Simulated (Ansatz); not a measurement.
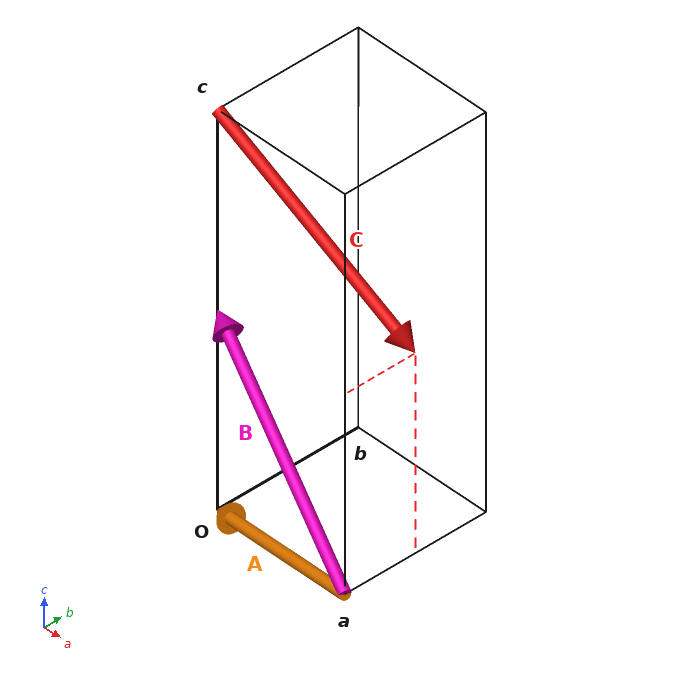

Each arrow starts at a corner of the unit cell and ends on its surface; where a tip isn't a corner, dashed lines run from it parallel to the axes. Crystal: Er, the input geometry of an electronic-structure calculation (not necessarily at equilibrium). Symmetry computed with spglib at a tolerance of 0.002 Å; standard conventional cell.

a = 3.733 Å, b = 3.733 Å, c = 5.952 Å, α = 90.00°, β = 90.00°, γ = 120.00°.

**Give [uvw] of each arrow.**

Arrow A runs from (1, 0, 0) to (0, 0, 0), so [−1 0 0], in four indices [−2 1 1 0]; Arrow B runs from (1, 0, 0) to (0, 0, 1/2), so [−2 0 1], in four indices [−4 2 2 3]; Arrow C runs from (0, 0, 1) to (1, 1/2, 1/2), so [2 1 −1], in four indices [1 0 −1 −1].

**How long is the vector ua + vb + wc in each case, and what angles do the directions make?**

A 3.733 Å; B 9.549 Å; C 8.789 Å. A–B: 38.6°. A–C: 129.6°. B–C: 157.0°.

**In P6₃/mmc (No. 194), how many directions are equivalent to A (Laue class 6/mmm, both senses counted)?**

6.
